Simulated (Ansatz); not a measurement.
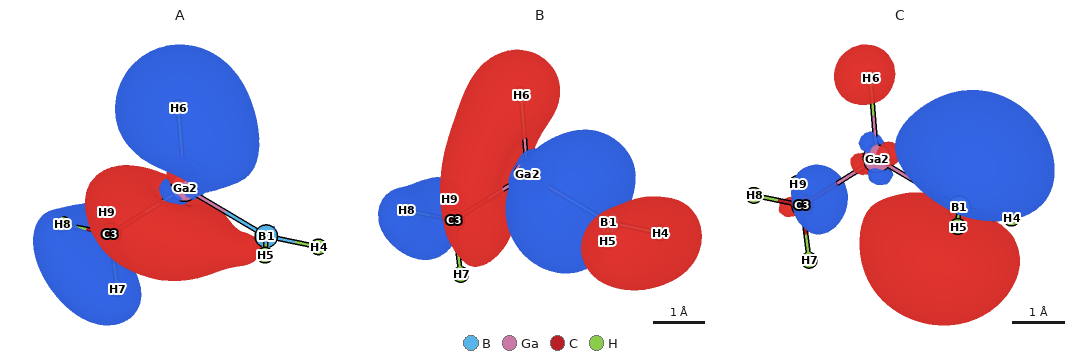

Figure. CH₆BGa. Three frontier orbitals at ±0.08 Å⁻³ᐟ² (red and blue are the two phases), in no order.

Geometry: PBE0-D4/def2-TZVP.

Level of theory: Ansatz 0.2.0, RKS PBE0-D4/def2-TZVPP.

Input file:

```
crystal:
  periodic: [false, false, false]
  atoms:
    - {symbol: B, position_ang: [-1.123961, 0.868375, -1.440220]}
    - {symbol: Ga, position_ang: [0.141798, 0.646229, 0.181489]}
    - {symbol: C, position_ang: [0.722990, -1.085896, 0.935277]}
    - {symbol: H, position_ang: [-2.314554, 0.947545, -1.318770]}
    - {symbol: H, position_ang: [-0.718255, 0.934140, -2.567020]}
    - {symbol: H, position_ang: [0.724689, 1.924575, 0.911517]}
    - {symbol: H, position_ang: [0.266486, -1.948339, 0.449762]}
    - {symbol: H, position_ang: [1.810094, -1.169232, 0.844723]}
    - {symbol: H, position_ang: [0.490714, -1.117397, 2.003241]}
basis:
  gaussian: {orbitals: def2-TZVPP}
hamiltonian: {xc: pbe0, dispersion: d4}
output: {orbitals: {seedname: orbitals}}
```

Run with:

```sh
ansatz run in.yaml --threads 2 --pin off --events-out ev --progress --plain --max-ram 20480MiB --backend cpu
```

**Order the three orbitals by energy and name them.**

A is the HOMO−1 (−7.96 eV). Its weight (Hirshfeld) is mainly on Ga2 (about 30 %), C3 (about 30 %) and H6 (about 25 %). B is the HOMO (−7.28 eV). It lies mainly on B1 (about 35 %), Ga2 (about 30 %), C3 (about 10 %) and H6 (about 10 %). C is the LUMO (−2.11 eV). It lies mainly on B1 (about 65 %), Ga2 (about 15 %), H4 (about 5 %) and H5 (about 5 %).

**What is the HOMO–LUMO gap?**

5.17 eV between the orbital energies.
